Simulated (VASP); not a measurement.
Band structure of GaSb (zinc blende). These are PBE GGA, VASP's PBE PAW potentials (set 64) (plane waves; VASP 6.6.1) values and carry that method's errors.

Unless said otherwise, spin-orbit coupling is left out, though it shifts the bands of the heavy elements here.

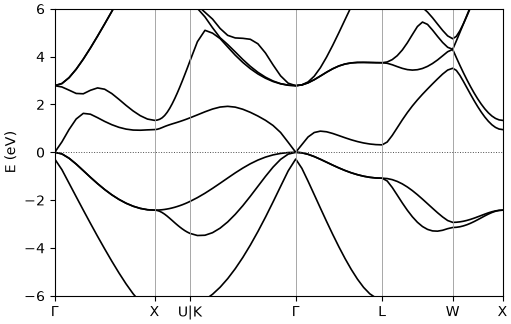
Figure. Bands along high-symmetry lines, zero at the valence-band maximum or, without a gap, the Fermi level

### Question
Read the plot: is there a gap, and where are the band edges?

### Answer
It has no gap at this level: it comes out as a metal or semimetal. (Edges off the drawn lines would not show.)

The compound is GaSb in the zinc blende structure. It was relaxed first, which changed the volume by +6 %.
